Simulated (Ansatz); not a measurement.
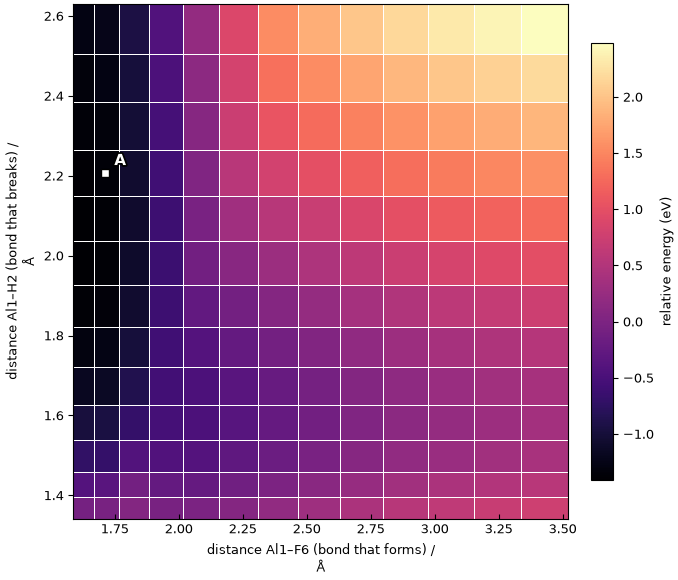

The reacting system AlF3H2 (fragments AlF₂H + FH where the first distance is long, AlF₃ + H₂ where the second is long). The first coordinate is: distance Al1–F6 (bond that forms); the second: distance Al1–H2 (bond that breaks). Relaxed at each point: all other coordinates. Grid: 13 × 13 points. Points are written as (first, second). Energies are in eV, from a guessed transition structure relaxed with its forming and breaking bonds held. Energies and slopes of some neighbouring points disagree (a jump in structure or state, or too coarse a mesh). The reference is spin-restricted, so regions where a bond is pulled apart into radicals lie too high. These are results of RKS SPW92 (LDA)/def2-SVP (Ansatz), not measurements.

In the figure: one coloured cell a grid point, the point A.

Is A at rest? If not, where is it pushed?

A, at (1.710 Å, 2.206 Å), is not a stationary point. The computed force is 1.6 eV for each Å towards smaller values of the first coordinate and 0.23 eV for each Å towards smaller values of the second coordinate.
